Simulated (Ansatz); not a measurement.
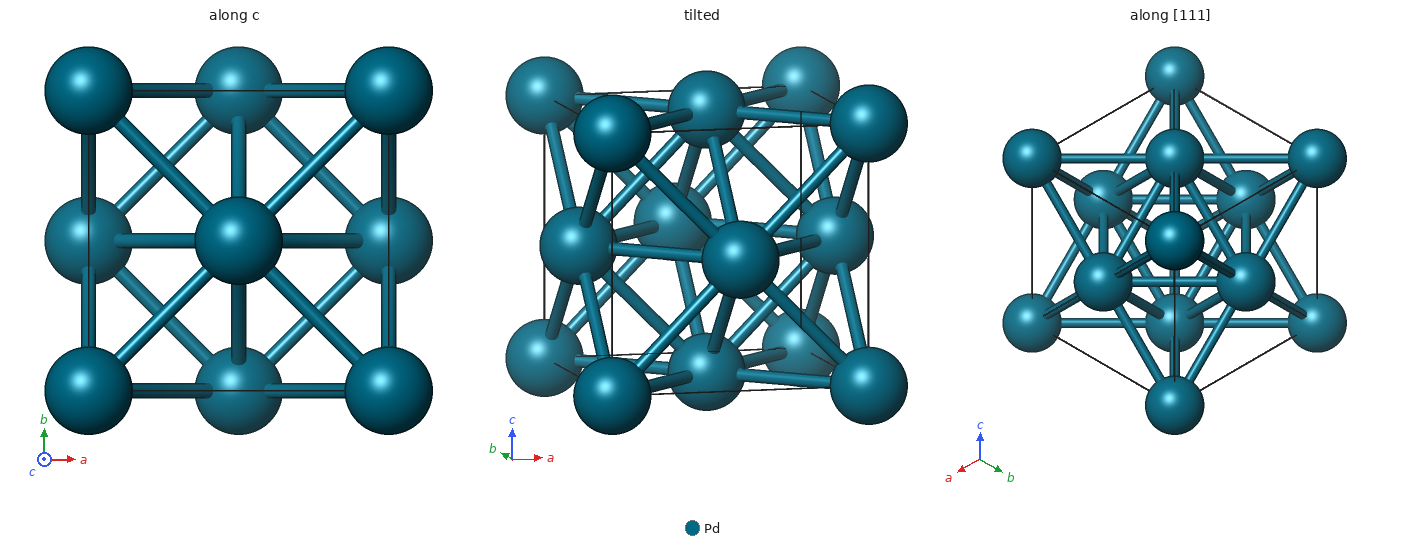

Drawn in the ball-and-stick manner and seen along the c axis, slightly off an axis and along [111]. The edges of the conventional unit cell are marked.

The composition is Pd.

> What structure family is shown?

Face-centred cubic (Cu type).

> How do the bonded atoms link up through the crystal?

The bonds build a three-dimensional framework.

Starting structure: the standard structure of this element. Earlier steps of the study may have refined or changed the cell and positions. It was run through Ansatz as a DFT input.
